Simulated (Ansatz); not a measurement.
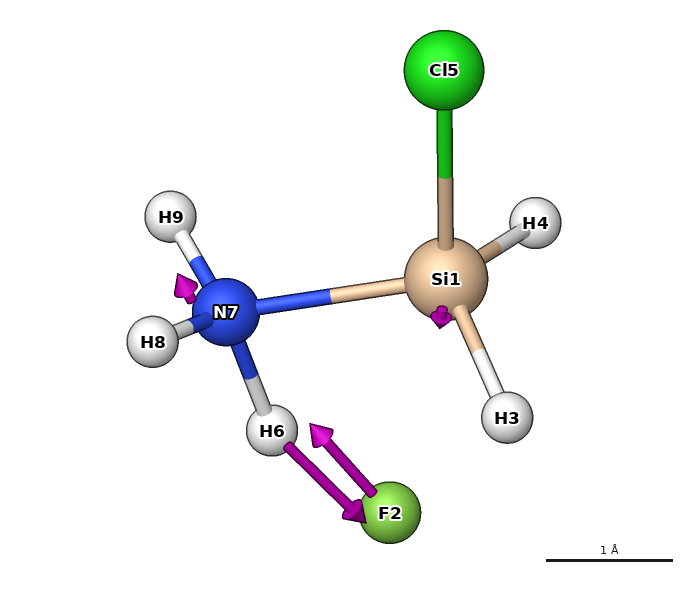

Arrows show the forces on the atoms, 0.6 Å of arrow for 1 eV/Å; forces under a tenth of the largest aren't drawn. Level of theory: PBE0-D4/def2-SVP (Ansatz 0.2.0).

### On which atom is the force largest, and how large is it?

On H6: 1.63 eV/Å.

### Which bond do the forces act along most?

H6–N7, now 1.222 Å: the forces push its atoms apart, so a first step downhill lengthens it.

List the force components in the frame of the picture (x right, y up, z towards the viewer), in eV/Å.

| atom | Fx | Fy | Fz |
| --- | --- | --- | --- |
| Si1 | −0.04 | −0.28 | −0.21 |
| F2 | −0.85 | 0.95 | 0.62 |
| H3 | 0.01 | 0.00 | −0.01 |
| H4 | 0.01 | −0.01 | 0.00 |
| Cl5 | −0.01 | 0.00 | 0.00 |
| H6 | 1.06 | −1.04 | −0.68 |
| N7 | −0.19 | 0.37 | 0.26 |
| H8 | 0.01 | 0.01 | 0.01 |
| H9 | 0.01 | 0.01 | 0.01 |
